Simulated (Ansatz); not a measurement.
## Converging shifted k-point meshes: InSb (R3m, 2 atoms in the cell)

```
CELL_PARAMETERS angstrom
      0.00000     3.23028     3.23028
      3.23028     0.00000     3.23028
      3.23028     3.23028     0.00000
ATOMIC_POSITIONS crystal
  In 0.00447 0.00447 0.00447
  Sb 0.25000 0.25000 0.25000
```

Computed with LDA (PW92), default PAW files made with PBE (plane waves; Ansatz, an electronic-structure program).

Base settings: basis.ecutwfc = 420 eV; kpoints.mp_grid.grid = 7 7 7; hamiltonian.xc = lda; hamiltonian.pseudopotentials = {kind: paw} (the program's default PAW files); scf.occupations.method = fermi_dirac; scf.occupations.width = 0.01 eV.

In this ladder: kpoints.mp_grid.shift = 0.5 0.5 0.5.

Only quantities that move along the ladder and can be compared are tabulated.

The count of work is k-points × plane waves × bands × iterations; it is no time. Core times come from one kind of shared machine, to one figure; runs under 30 s give none.

The starting cell has typed, rounded lattice constants, without a prior relaxation at this level. Its lattice was rescaled by up to half a per cent. One atom was moved a little off its site on purpose. Ansatz's pressure includes its estimate of the finite-basis (Pulay) stress. The run gives no clean gap (levels at the Fermi energy touch, overlap or are partly filled at this smearing), which alone does not show that the compound is a metal.

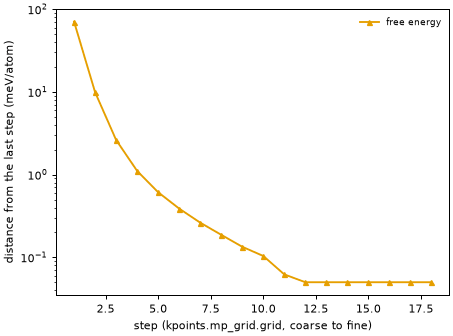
*Distance from the last step along the ladder; very small values are drawn at a floor.*

```tsv
kpoints.mp_grid.grid	free energy less the last step's (meV/atom)	pressure (GPa)	largest difference of a force vector from the last step's (eV/Å)	count of work / last	core time / last (rough)
2 2 2	70.49	-0.07	0.600	0.0010	–
3 3 3	9.90	-0.24	0.111	0.0027	–
4 4 4	2.62	-0.23	0.011	0.0044	–
5 5 5	1.11	-0.21	0.012	0.0084	–
6 6 6	0.61	-0.20	0.014	0.012	–
7 7 7	0.39	-0.20	0.012	0.020	–
8 8 8	0.26	-0.20	0.010	0.027	–
9 9 9	0.19	-0.20	0.007	0.038	–
10 10 10	0.13	-0.19	0.006	0.049	–
11 11 11	0.10	-0.19	0.004	0.065	–
13 13 13	0.06	-0.19	0.003	0.10	–
14 14 14	0.05	-0.19	0.002	0.12	–
16 16 16	0.03	-0.19	0.002	0.18	0.2
17 17 17	0.03	-0.19	0.001	0.22	0.2
19 19 19	0.02	-0.19	0.001	0.30	0.3
21 21 21	0.01	-0.19	0.000	0.40	0.4
23 23 23	0.01	-0.19	0.000	0.51	0.5
26 26 26	0.00	-0.19	0.000	0.73	0.8
29 29 29	0.00	-0.19	0.000	1.0	1
```

Coarsest kpoints.mp_grid.grid that holds the pressure within 0.1 GPa of the last step, with all finer ones: 3 3 3, at 0.0027 of the last step's count of work; the step before is off by 0.12 GPa.

Coarsest kpoints.mp_grid.grid that holds the free energy within 0.5 meV/atom of the last step, with all finer ones: 7 7 7, at 0.020 of the last step's count of work; the step before is off by 0.61 meV/atom.

Coarsest kpoints.mp_grid.grid that holds the forces within 0.005 eV/Å of the last step, with all finer ones: 11 11 11, at 0.065 of the last step's count of work; the step before is off by 0.006 eV/Å.

Keys are those of Ansatz 0.2.
